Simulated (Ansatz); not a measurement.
```
Be As P
1.0
     2.60068    0.03647   -0.45444
     0.08673    5.18258    0.91414
     2.54709   -2.57918   14.36715
Be As P
4 6 2
Direct
  0.99999 0.49999 0.11676
  0.99999 0.99999 0.61676
  0.00010 0.00008 0.37588
  0.00010 0.50008 0.87588
  0.00011 0.25969 0.49562
  0.00011 0.75969 0.99562
  0.50006 0.00002 0.24781
  0.50006 0.50002 0.74781
  0.00006 0.74037 0.49556
  0.00006 0.24037 0.99556
  0.50000 0.50000 0.23492
  0.50000 0.00000 0.73492
```

Space group Amm2; a structure from a database of computed crystals, not necessarily the ambient phase; started from the La2Cu3Ni-25 prototype, which need not be the ambient phase; changed on purpose from its base cell (shaken).

All numbers below come from Ansatz 0.2.0, DFT, PBEsol, plane waves, PAW.

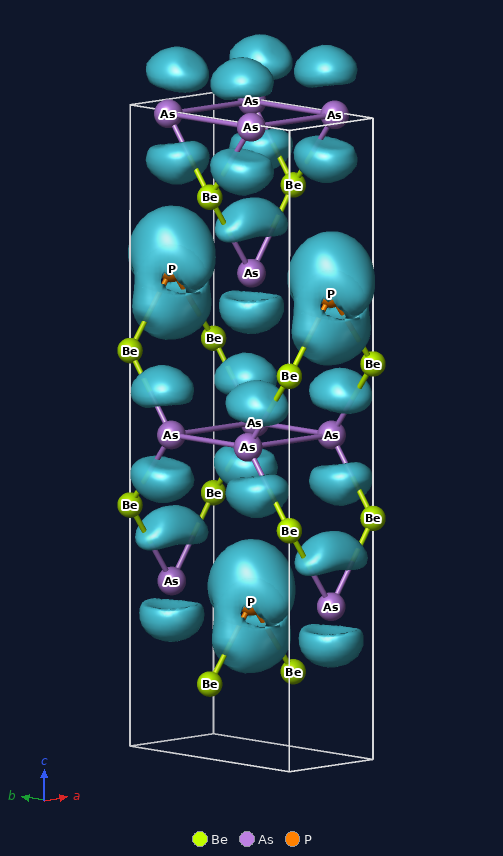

Be₂As₃P. Isosurface of the electron localisation function at 0.7 (cyan), seen at an oblique angle. Core shells and regions of very low density are left out. Sticks mark near contacts.

What do the ELF domains correspond to?

The surface consists of two lobes on As, pointing away from the bonds (lone pairs), ten regions wrapped around As (the valence shell of each) and two regions wrapped around P (the valence shell of each), counted in one cell of 12 atoms. Regions shared between cells count once.

Values along the shortest contacts:
Be–P (2.19 Å): the ELF peaks at about 0.85 between the atoms (a covalent bond). Be–As (2.24 Å): the ELF peaks at about 0.85 between the atoms.
